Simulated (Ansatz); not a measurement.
# LaFe2Pb2: relaxing a made-up structure

This structure for LaFe2Pb2 is made up. Its elements were placed in a known structure type with a cell scaled to their sizes. What cell does the guess relax to, and how far off was it?

Method: DFT, PBEsol, plane-wave PAW, files of the set soft_1, scalar-relativistic, ferromagnetic start, cell and ions relaxed at zero pressure; PAW set soft_1, in Ansatz 0.2.0.

## (1) Set-up

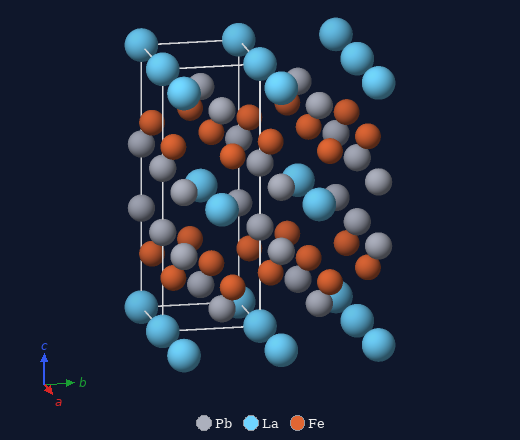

Start, viewed slightly off an axis; lead light grey, lanthanum blue, iron orange. 2×2×1 cells are drawn. This picture shows the conventional cell, with its axes. Some periodic images of atoms are drawn too.

## (2) Relaxation of the guess

The guessed cell has no reason to be at equilibrium. It is relaxed with the atoms, within the space group of the guess.

input.yaml

```yaml
crystal:
  lattice:
    - [-2.241, 2.241, 6.0885]
    - [2.241, -2.241, 6.0885]
    - [2.241, 2.241, -6.0885]
  atoms:
    - { symbol: Pb, position: [0.3778, 0.3778, 0.0] }
    - { symbol: Pb, position: [0.6222, 0.6222, 0.0] }
    - { symbol: La, position: [0.0, 0.0, 0.0] }
    - { symbol: Fe, position: [0.25, 0.75, 0.5], spin: 3.0 }
    - { symbol: Fe, position: [0.75, 0.25, 0.5], spin: 3.0 }
magnetization:
  spin_polarized: true
kpoints:
  mp_grid: { grid: [8, 8, 8] }
scf:
  occupations: { method: fermi_dirac, width: 0.05 }
hamiltonian:
  xc: pbesol
  pseudopotentials: { kind: paw, azcp: { folder: soft_1 }, xc_functional: pbe }
relax:
  f_tol: 0.015
  max_steps: 70
  cell: {}
output:
  forces: true
  stress: true
```

Run with:

```sh
ansatz run input.yaml --threads 4 --pin off --max-ram 8192MiB --backend cpu --events-out ev --progress --plain --runs-dir out
```

Numbers of over 12 decimals in the logs are rounded to 6 here.

What it wrote:

```text
basis.fft_grid_basis auto: the FFT boxes are laid along the combinations [[1, 0, 1], [0, 1, 1], [0, 0, 1]] of the cell's own vectors, 4.482, 4.482 and 6.864 Å long. The dense box has 30×30×48 points. Along the cell's own vectors, as sized, it would have 48×48×48, 2.56 times as many. Of the 16 symmetry operations that the crystal satisfies within crystal.symmetry.tolerance (time reversal apart; of a slab, those that k [...]
Engine: ansatz 0.2.0, aarch64-unknown-linux-gnu
Pseudopotentials: kind: paw
Pseudopotential: Pb, paw, valence charge 14, recommended cutoff 420 eV (normal), soft_1/Pb.paw.azcp
Pseudopotential: La, paw, valence charge 11, recommended cutoff 420 eV (normal), soft_1/La.paw.azcp
Pseudopotential: Fe, paw, valence charge 16, recommended cutoff 420 eV (normal), soft_1/Fe.paw.azcp
Functional definition: PBEsol
  exchange = pbesol_x
  correlation = pbesol_c
Crystal: 5 atoms, lattice volume = 122.308 Å³
Basis set: ecut = 420 eV, 2421 PW (Γ), FFT grids on a1+a3, a2+a3, a3, exchange–correlation on 60×60×96 points (8 copies of the dense FFT grid, shifted against one another)
Bands: 47, of which v1, the nominal top of the filled ones, is band 36 counted from 1 (35 counted from 0)
Symmetry: 16 space group operations
Space group: I4/mmm (ITA 139), of the structure as read, at distance tolerance 5.0e-5 Å
Magnetic group: BNS 139.531 (UNI 1191), of the structure as read, at distance tolerance 5.0e-5 Å
k-points: 59 of 512
Non-local potential: Pb, projectors of the file, l = 0: 2, l = 1: 2, l = 2: 2, l = 3: 1
Non-local potential: La, projectors of the file, l = 0: 3, l = 1: 2, l = 2: 2, l = 3: 3
Non-local potential: Fe, projectors of the file, l = 0: 3, l = 1: 2, l = 2: 3, l = 3: 1
PAW form: soft (Blöchl's): semilocal exchange-correlation on the pseudo side does not see the compensation charge
PAW frozen core: Pb, regenerated for the run's functional, and the local potential with it (the file was generated under x = pbe(κ = 0.804, μ = 0.219515), c = pbe(β = 0.066725))
PAW frozen core: La, regenerated for the run's functional, and the local potential with it (the file was generated under x = pbe(κ = 0.804, μ = 0.219515), c = pbe(β = 0.066725))
PAW frozen core: Fe, regenerated for the run's functional, and the local potential with it (the file was generated under x = pbe(κ = 0.804, μ = 0.219515), c = pbe(β = 0.066725))
PAW one-centre angular grid: Pb, 590 points (default); XC on 64 Gauss nodes
PAW one-centre angular grid: La, 590 points (default); XC on 64 Gauss nodes
PAW one-centre angular grid: Fe, 590 points (default); XC on 64 Gauss nodes
Initial density: superposition of atomic densities (chi_scale 0.1, normalization cell, long waves kept (reshape's long-wave potential 0.00 eV rms))
Starting moments: Σ|m| = 6 μB on 2 of 5 sites
Initial wavefunctions: pseudopotential atomic-orbital guess
Functional: x = pbesol(κ = 0.804, μ = 0.123457), c = pbesol(β = 0.046)
SCF iter   1: F=—  HF=-38573.331583 eV  |F-HF|=—  |Δ(HF+E_count)|=         —  Δρ=4.59e-2 (↑3.98e-2 ↓4.59e-2)  dr2=1.78e1  dr2_m=3.58e-1  M=5.905 μB ∫|m|=6.664 μB  β_m=0.30  ethr=3.10e-3  ⟨swp⟩=6.1  Hψ=20898  notcnv=0
Mixer restart at iter 1: flushing history
preconditioner: auto → Kerker (q_TF=auto, 2.492 Å⁻¹)  [metal: Δε(μ)=0.016 eV  Ē_g=9.094 eV  σ=0.050 eV  W_gap=0.08  n_scr=32 (ndim 8)  ℏωp=24.4 eV  f_vac=0.000  D(μ)=11.06/eV (n_scr^D=122)]
spin=Collinear: Kerker preconditioning applied to the charge; magnetization (m = ρ↑ − ρ↓) channel mixes plain (no charge-response kernel on spin).
SCF iter   2: F=—  HF=-38572.053624 eV  |F-HF|=—  |Δ(HF+E_count)|=    1.28e0  Δρ=2.12e-2 (↑2.12e-2 ↓1.81e-2)  dr2=2.55e0  dr2_m=6.52e-2  M=5.776 μB ∫|m|=6.318 μB  β_m=0.32  ethr=3.10e-3  ⟨swp⟩=4.5  Hψ=12234  notcnv=0  defer=1
SCF iter   3: F=—  HF=-38572.404676 eV  |F-HF|=—  |Δ(HF+E_count)|=   3.51e-1  Δρ=1.32e-2 (↑1.19e-2 ↓1.32e-2)  dr2=1.15e0  dr2_m=1.68e-2  M=5.698 μB ∫|m|=6.276 μB  β_m=0.53  ethr=3.10e-3  ⟨swp⟩=3.3  Hψ=8752  notcnv=0  defer=1
SCF iter   4: F=—  HF=-38572.555013 eV  |F-HF|=—  |Δ(HF+E_count)|=   1.50e-1  Δρ=9.25e-3 (↑5.34e-3 ↓9.25e-3)  dr2=4.06e-1  dr2_m=6.97e-3  M=5.551 μB ∫|m|=6.146 μB  β_m=0.53  ethr=1.61e-3  ⟨swp⟩=3.0  Hψ=11446  notcnv=0  defer=154
SCF iter   5: F=—  HF=-38572.581520 eV  |F-HF|=—  |Δ(HF+E_count)|=   2.65e-2  Δρ=4.91e-3 (↑4.91e-3 ↓3.12e-3)  dr2=5.75e-2  dr2_m=8.65e-3  M=5.487 μB ∫|m|=6.136 μB  β_m=0.67  ethr=5.72e-4  ⟨swp⟩=3.1  Hψ=8878  notcnv=0  defer=151
SCF iter   6: F=—  HF=-38572.566487 eV  |F-HF|=—  |Δ(HF+E_count)|=         —  Δρ=1.04e-3 (↑1.04e-3 ↓7.59e-4)  dr2=5.66e-3  dr2_m=2.06e-4  M=5.467 μB ∫|m|=6.117 μB  β_m=0.67  ethr=8.10e-5  ⟨swp⟩=2.7  Hψ=10329  notcnv=0  defer=156
Mixer restart at iter 6: flushing history
SCF iter   7: F=—  HF=-38572.568227 eV  |F-HF|=—  |Δ(HF+E_count)|=   1.74e-3  Δρ=9.25e-4 (↑3.03e-4 ↓9.25e-4)  dr2=1.54e-3  dr2_m=1.49e-4  M=5.488 μB ∫|m|=6.137 μB  β_m=0.83  ethr=7.97e-6  ⟨swp⟩=2.3  Hψ=8080  notcnv=0  defer=156
SCF iter   8: F=—  HF=-38572.569718 eV  |F-HF|=—  |Δ(HF+E_count)|=   1.49e-3  Δρ=6.48e-4 (↑6.48e-4 ↓2.82e-4)  dr2=1.58e-4  dr2_m=1.97e-4  M=5.501 μB ∫|m|=6.147 μB  β_m=0.90  ethr=2.17e-6  ⟨swp⟩=2.1  Hψ=9945  notcnv=0  defer=156
SCF iter   9: F=—  HF=-38572.569569 eV  |F-HF|=—  |Δ(HF+E_count)|=   1.49e-4  Δρ=8.31e-4 (↑4.70e-4 ↓8.31e-4)  dr2=1.96e-3  dr2_m=4.19e-5  M=5.505 μB ∫|m|=6.155 μB  β_m=0.65  ethr=2.22e-7  ⟨swp⟩=2.6  Hψ=10496  notcnv=0  defer=153  recentre
SCF iter  10: F=—  HF=-38572.569513 eV  |F-HF|=—  |Δ(HF+E_count)|=   5.61e-5  Δρ=1.01e-4 (↑1.01e-4 ↓5.51e-5)  dr2=2.31e-5  dr2_m=9.12e-7  M=5.505 μB ∫|m|=6.151 μB  β_m=0.78  ethr=2.22e-7  ⟨swp⟩=2.7  Hψ=10265  notcnv=0  defer=153
SCF iter  11: F=—  HF=-38572.569508 eV  |F-HF|=—  |Δ(HF+E_count)|=   4.30e-6  Δρ=2.88e-5 (↑2.88e-5 ↓2.37e-5)  dr2=1.22e-6  dr2_m=5.92e-7  M=5.506 μB ∫|m|=6.152 μB  β_m=0.89  ethr=3.26e-8  ⟨swp⟩=2.0  Hψ=6625  notcnv=0  defer=153
SCF iter  12: F=—  HF=-38572.569508 eV  |F-HF|=—  |Δ(HF+E_count)|=   8.50e-8  Δρ=5.73e-6 (↑5.04e-6 ↓5.73e-6)  dr2=9.28e-8  dr2_m=2.13e-8  M=5.506 μB ∫|m|=6.153 μB  β_m=0.91  ethr=1.72e-9  ⟨swp⟩=2.0  Hψ=7158  notcnv=0  defer=153
SCF iter  13: F=-38572.569508 eV  HF=-38572.569508 eV  |F-HF|=4.08e-9  |Δ(HF+E_count)|=  7.13e-10  Δρ=2.36e-6 (↑2.36e-6 ↓1.68e-6)  dr2=1.10e-8  dr2_m=2.99e-9  M=5.506 μB ∫|m|=6.153 μB  ethr=1.31e-10  ⟨swp⟩=2.7  Hψ=18618  notcnv=0
SCF 1 converged in 13 iterations: F = -38572.569508 eV  dr2 = 1.10e-8
  greatest PAW one-centre occupation: 1.002 electrons in one spin orbital (limit 2), on the Fe atom at site 4 (counted from 0), in its partial waves of l = 1
[...]
SCF iter   9: F=-38572.799499 eV  HF=-38572.799499 eV  |F-HF|=1.58e-8  |Δ(HF+E_count)|=   5.32e-8  Δρ=3.79e-6 (↑1.33e-6 ↓3.79e-6)  dr2=2.24e-8  dr2_m=5.39e-9  M=5.243 μB ∫|m|=5.805 μB  ethr=5.17e-10  ⟨swp⟩=2.5  Hψ=17634  notcnv=0
SCF 3 converged in 9 iterations: F = -38572.799499 eV  dr2 = 2.24e-8
relax step   3: F+E_penalty+E_count = -38572.79949929 eV  Δ(F+E_penalty+E_count) = -3.954e-2 eV  max|allowed force component| = 2.674e-1 eV/Å  Δτ_max = 0.0492 Å  P = -0.018 GPa  Ω = 111.817 Å³  energy of the carried Pulay correction = +2.627e-3 eV  (9 SCF iters, dr2 threshold 5.00e-7 eV, accepted)
[...]
relax step   4: F+E_penalty+E_count = -38572.80333854 eV  Δ(F+E_penalty+E_count) = -3.839e-3 eV  max|allowed force component| = 9.528e-2 eV/Å  Δτ_max = 0.0251 Å  P = -0.468 GPa  Ω = 112.646 Å³  energy of the carried Pulay correction = +2.411e-3 eV  (8 SCF iters, dr2 threshold 5.00e-7 eV, accepted)
[...]
relax step   5: F+E_penalty+E_count = -38572.80548820 eV  Δ(F+E_penalty+E_count) = -2.150e-3 eV  max|allowed force component| = 3.758e-3 eV/Å  Δτ_max = 0.0092 Å  P = -0.007 GPa  Ω = 111.908 Å³  energy of the carried Pulay correction = +2.603e-3 eV  (7 SCF iters, dr2 threshold 5.00e-7 eV, accepted)
Initial wavefunctions: pseudopotential atomic-orbital guess (no wavefunctions were taken with the density)
iter 1 solved again at ethr=3.52e-7 eV; its pass at ethr=3.10e-3 eV (dr2=2.50e-4 eV) is discarded
SCF iter   1: F=—  HF=-38572.802565 eV  |F-HF|=—  |Δ(HF+E_count)|=         —  Δρ=2.06e-4 (↑7.98e-5 ↓2.06e-4)  dr2=8.11e-5  dr2_m=6.73e-6  M=5.218 μB ∫|m|=5.778 μB  β_m=0.65  ethr=3.52e-7  ⟨swp⟩=3.4  Hψ=38040  notcnv=0
preconditioner: auto → Kerker (q_TF=auto, 2.300 Å⁻¹)  [metal: Δε(μ)=0.007 eV  Ē_g=11.236 eV  σ=0.050 eV  W_gap=0.03  n_scr=24 (ndim 8)  ℏωp=25.6 eV  f_vac=0.000  D(μ)=3.61/eV (n_scr^D=32)]
spin=Collinear: Kerker preconditioning applied to the charge; magnetization (m = ρ↑ − ρ↓) channel mixes plain (no charge-response kernel on spin).
SCF iter   2: F=—  HF=-38572.802535 eV  |F-HF|=—  |Δ(HF+E_count)|=   3.01e-5  Δρ=7.25e-5 (↑4.55e-5 ↓7.25e-5)  dr2=8.85e-6  dr2_m=2.56e-6  M=5.219 μB ∫|m|=5.779 μB  β_m=0.63  ethr=1.14e-7  ⟨swp⟩=2.0  Hψ=6648  notcnv=0
SCF iter   3: F=—  HF=-38572.802539 eV  |F-HF|=—  |Δ(HF+E_count)|=   4.73e-6  Δρ=3.51e-5 (↑3.51e-5 ↓2.31e-5)  dr2=3.19e-7  dr2_m=7.98e-7  M=5.218 μB ∫|m|=5.777 μB  β_m=0.55  ethr=1.25e-8  ⟨swp⟩=2.1  Hψ=9576  notcnv=0
SCF iter   4: F=—  HF=-38572.802540 eV  |F-HF|=—  |Δ(HF+E_count)|=   4.52e-7  Δρ=3.30e-5 (↑6.74e-6 ↓3.30e-5)  dr2=1.27e-6  dr2_m=3.43e-7  M=5.217 μB ∫|m|=5.777 μB  β_m=0.78  ethr=4.50e-10  ⟨swp⟩=2.0  Hψ=9888  notcnv=0
SCF iter   5: F=—  HF=-38572.802546 eV  |F-HF|=—  |Δ(HF+E_count)|=   6.19e-6  Δρ=3.57e-5 (↑1.68e-5 ↓3.57e-5)  dr2=1.60e-6  dr2_m=6.65e-7  M=5.217 μB ∫|m|=5.776 μB  β_m=0.72  ethr=4.50e-10  ⟨swp⟩=2.0  Hψ=9673  notcnv=0
SCF iter   6: F=—  HF=-38572.802552 eV  |F-HF|=—  |Δ(HF+E_count)|=   5.62e-6  Δρ=1.19e-5 (↑5.99e-6 ↓1.19e-5)  dr2=2.12e-7  dr2_m=7.47e-8  M=5.216 μB ∫|m|=5.775 μB  β_m=0.86  ethr=4.50e-10  ⟨swp⟩=3.0  Hψ=10717  notcnv=0
SCF iter   7: F=—  HF=-38572.802553 eV  |F-HF|=—  |Δ(HF+E_count)|=   1.18e-6  Δρ=6.34e-6 (↑1.70e-6 ↓6.34e-6)  dr2=1.05e-7  dr2_m=6.03e-9  M=5.215 μB ∫|m|=5.775 μB  β_m=0.93  ethr=2.99e-10  ⟨swp⟩=2.8  Hψ=10024  notcnv=0
SCF iter   8: F=—  HF=-38572.802553 eV  |F-HF|=—  |Δ(HF+E_count)|=   1.58e-7  Δρ=3.29e-6 (↑3.87e-7 ↓3.29e-6)  dr2=2.45e-8  dr2_m=2.53e-9  M=5.215 μB ∫|m|=5.775 μB  β_m=0.94  ethr=1.48e-10  ⟨swp⟩=2.0  Hψ=7098  notcnv=0
SCF iter   9: F=—  HF=-38572.802553 eV  |F-HF|=—  |Δ(HF+E_count)|=   3.93e-8  Δρ=6.33e-7 (↑8.57e-8 ↓6.33e-7)  dr2=7.67e-10  dr2_m=1.14e-10  M=5.215 μB ∫|m|=5.775 μB  β_m=0.94  ethr=3.45e-11  ⟨swp⟩=2.4  Hψ=9067  notcnv=0
SCF iter  10: F=—  HF=-38572.802553 eV  |F-HF|=—  |Δ(HF+E_count)|=  8.00e-11  Δρ=3.06e-8 (↑2.48e-8 ↓3.06e-8)  dr2=3.88e-12  dr2_m=2.26e-13  M=5.215 μB ∫|m|=5.774 μB  β_m=0.97  ethr=1.08e-12  ⟨swp⟩=2.6  Hψ=10040  notcnv=0
SCF iter  11: F=—  HF=-38572.802553 eV  |F-HF|=—  |Δ(HF+E_count)|=  1.46e-11  Δρ=5.75e-8 (↑9.01e-9 ↓5.75e-8)  dr2=4.88e-12  dr2_m=8.80e-13  M=5.215 μB ∫|m|=5.774 μB  β_m=0.97  ethr=1.00e-12  ⟨swp⟩=1.0  Hψ=5546  notcnv=0
SCF iter  12: F=-38572.802553 eV  HF=-38572.802553 eV  |F-HF|=2.18e-11  |Δ(HF+E_count)|=  3.64e-11  Δρ=1.10e-7 (↑1.83e-8 ↓1.10e-7)  dr2=2.84e-11  dr2_m=2.33e-12  M=5.215 μB ∫|m|=5.774 μB  ethr=1.00e-12  ⟨swp⟩=3.0  Hψ=17257  notcnv=0
SCF 6 converged in 12 iterations: F = -38572.802553 eV  dr2 = 2.84e-11
relax step   6: F+E_penalty+E_count = -38572.80255310 eV  Δ(F+E_penalty+E_count) = +2.935e-3 eV  max|allowed force component| = 3.175e-3 eV/Å  Δτ_max = 0.0000 Å  P = +0.002 GPa  Ω = 111.908 Å³  stress off target by 2.34e-2 GPa  SCF on the basis re-selected at this cell (its energy is not comparable with the rows above)  (12 SCF iters)
basis re-selected at this cell: Δ(F+E_penalty+E_count) = +2.935e-3 eV, ΔP = +0.009 GPa vs the last step (what re-selecting the basis moved, of the pressure what is left beyond the Pulay correction that the steps carried, after the strain that the cell walked since its last selection, with what the two solves' SCF thresholds leave and, on support functions, any second-order correction that the steps lacked; it is no m [...]
SCF converged after 12 iterations
Magnetization: 5.2147 μB (38.1074 up, 32.8926 down)
Absolute magnetization: 5.7876 μB (∫|ρ↑−ρ↓|, with the PAW one-centre terms)
Spin contamination: 0.3176 ħ² per cell (⟨S²⟩ above its minimum at these occupations)
Per-site moments (μB) at R_I (Å): [(-0.021880, 1.086950), (-0.021880, 1.086950), (-0.0026634, 1.401041), (2.647080, 1.086950), (2.647080, 1.086950)]
Free energy (F): -38572.802553 eV
Harris-Foulkes:  -38572.802553 eV  (|F-HF|=2.18e-11)
Internal energy: -38572.771579 eV  (E = F + TS)
E sigma→0 (E₀):  -38572.787066 eV
Entropy (-TS):   -0.030975 eV (-6.195 meV/atom)
Fermi energy:    13.354220 eV
--- Per-component energies (eV) ---
  E_band       = -613.213309
  E_kinetic    = 1437.687772
  E_local      = -8619.556368  (includes V_loc(G=0)·N_el)
  E_nonlocal   = 1298.940146
  E_hartree    = 3630.074572
  E_xc         = -764.951793
  E_vxc        = -698.732728  (∫ρ·V_xc dr)
  E_paw        = -28533.536743  (= ΣΔE_a)
  E_vpaw       = -1291.698721  (= ΣTr[D̂ρ^β])
  E_aug_tail   = -0.002025  (compensation charges beyond the density's cutoff)
  E_ewald      = -7022.078920
  E_core_change = 0.651780  (= ΣΔE_core)
  E_smearing   = -0.030975  (= −TS)
  E_closure    = 0.000000  (closes the sum)
  Σ components = -38572.802553   (vs F -38572.802553, Δ=0.00e0)
--- Forces (eV/Å), atoms counted from 1 ---
  atom   1  Pb     0.00000000    -0.00000000    -0.00317510
  atom   2  Pb     0.00000000    -0.00000000     0.00317510
  atom   3  La     0.00000000     0.00000000     0.00000000
  atom   4  Fe     0.00000000     0.00000000     0.00000000
  atom   5  Fe     0.00000000    -0.00000000     0.00000000
  max |Σ_I F_I| component: 2.60e-17 eV/Å
--- Stress (GPa, compression-positive) ---
       -0.008260       0.000000       0.000000
        0.000000      -0.008260       0.000000
        0.000000       0.000000       0.023421
  P = ⅓ Tr σ = 0.0023 GPa (0.023 kbar)
--- Relaxed structure (5 steps of the walk, 5 accepted, 1 SCFs on fresh bases) ---
  F+E_penalty+E_count = -38572.80255310 eV   max|allowed force component| = 3.175e-3 eV/Å   (the final SCF, on the basis selected at the relaxed cell)
  cell:  # Å, volume = 111.9075 Å³
    - [-2.157330, 2.157330, 6.011271]
    - [2.157330, -2.157330, 6.011271]
    - [2.157330, 2.157330, -6.011271]
  atoms:
    - { symbol: Pb, position: [0.375851, 0.375851, 0] }
    - { symbol: Pb, position: [0.624149, 0.624149, 0] }
    - { symbol: La, position: [2.849180382650587e-19, 2.8491803826506e-19, 0] }
    - { symbol: Fe, position: [0.250000, 0.750000, 0.500000] }
    - { symbol: Fe, position: [0.750000, 0.250000, 0.500000] }
```

Elapsed: 61 s, on 4 threads of Arm Neoverse V2, shared host; peak memory 0.83 GiB.

Relaxation path:

| step | energy less that of the first step (eV) | largest force component (eV/Å) | pressure (GPa) | volume (Å³) |
| --- | --- | --- | --- | --- |
| 1 | 0.0000 | 0.5645 | -5.85 | 122.31 |
| 2 | -0.1905 | 0.5172 | 2.83 | 108.60 |
| 3 | -0.2300 | 0.2674 | -0.02 | 111.82 |
| 4 | -0.2338 | 0.0953 | -0.47 | 112.65 |
| 5 | -0.2360 | 0.0038 | -0.01 | 111.91 |
| 6* | -0.2330 | 0.0032 | 0.00 | 111.91 |

Relaxation steps marked * repeat the geometry before them on a plane-wave basis chosen anew for their cell, so energy and pressure can jump there.

The run keeps the 16 symmetry operations that it works with, so distortions that break them were not tested.

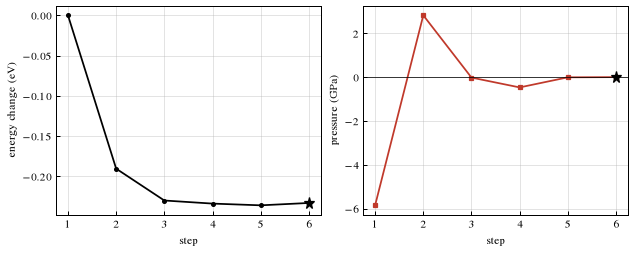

Energy and pressure along the relaxation. Stars mark steps on a basis chosen anew.

| conventional cell, symmetrised | before | after | change |
| --- | --- | --- | --- |
| a (Å) | 4.482 | 4.315 | -3.7 % |
| b (Å) | 4.482 | 4.315 | -3.7 % |
| c (Å) | 12.177 | 12.023 | -1.3 % |
| volume (Å³/atom) | 24.46 | 22.38 | -8.5 % |

The atoms that moved most (Å, as changes of fractional coordinates times the final cell):

| atom | dx | dy | dz | length |
| --- | --- | --- | --- | --- |
| Pb1 | 0.000 | 0.000 | -0.023 | 0.023 |
| Pb2 | 0.000 | 0.000 | 0.023 | 0.023 |

Final coordinates:

```xyz
5
Lattice="-2.1573 2.1573 6.0113 2.1573 -2.1573 6.0113 2.1573 2.1573 -6.0113" Properties=species:S:1:pos:R:3 pbc="T T T"
Pb    0.0000    0.0000    4.5187
Pb    0.0000    0.0000    7.5039
La    0.0000    0.0000    0.0000
Fe    2.1573    0.0000    3.0056
Fe    0.0000    2.1573    3.0056
```

Numbers from this step:

```
free energy             : -38572.8026 eV
energy at zero smearing : -38572.7871 eV
smearing term TS        : 0.03097 eV
Fermi energy            : 13.35 eV
magnetization           : 5.215 μB
absolute magnetization  : 5.788 μB
site moments            : -0.02188, -0.02188, -0.002663, 2.647, 2.647 μB
electrons               : 71
symmetry operations     : 16
pressure                : 0.002301 GPa
```

Site moment by atom:

```
atom  site moment (μB)
 Pb1             -0.02
 Pb2             -0.02
 La3              0.00
 Fe4              2.65
 Fe5              2.65
```

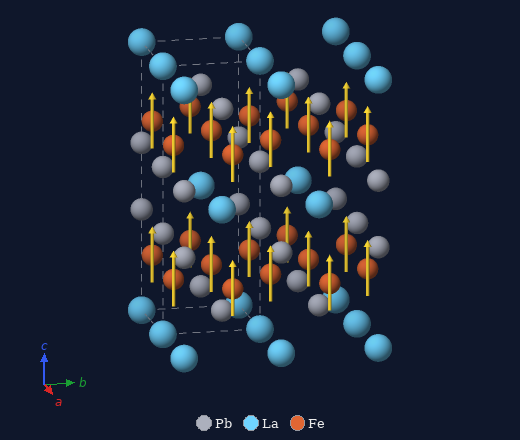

Site moment as arrows, the longest 2.65 μB. Up and down stand for the sign. Arrows give size and sign along the axis of quantisation, drawn up and down the page. 2×2×1 conventional cells are drawn. Some periodic images of atoms are drawn too.

Shortest distances by pair of elements, guess and relaxed (not always the same contact):

```csv
pair,guess (Å),relaxed (Å)
Fe–Pb,2.728,2.635
Pb–Pb,2.976,2.985
Fe–Fe,3.169,3.051
La–Pb,3.501,3.396
Fe–La,3.780,3.700
```

The relaxation ends with a largest force component of 0.0032 eV/Å and a pressure of 0.00 GPa.

## (3) Results

- space group, relaxed: I4/mmm
- conventional cell: a = 4.315, b = 4.315, c = 12.023 Å; α = 90.0°, β = 90.0°, γ = 90.0°
- volume per atom: 22.38 Å³ (guess 24.46)
- total moment: 5.21 μB in the cell of 5 atoms

What this shows: LaFe2Pb2 relaxes to I4/mmm with a = 4.315, b = 4.315 and c = 12.023 Å. The guessed volume was 9 % too large. The space group I4/mmm was held in the relaxation, so the end point is a stationary structure within it and may be a saddle against distortions or other arrangements. The input starts from parallel moments, and no other start was typed. Mesh and cutoff weren't tested. Spin-orbit coupling is left out, which can matter for elements this heavy. No dispersion term is used, so weakly bound directions may come out too long. Nothing here tests whether the compound is stable against decomposition.

[Logs are printed without paths, hosts, clocks, repeated set-up lines and the standing remarks that a program may print on its own settings, such as how far it seeks lower states.]

[Hosts, paths, dates, database ids (printed as entryN), source tags and the programs' standing remarks are cut or masked in the printed files.]
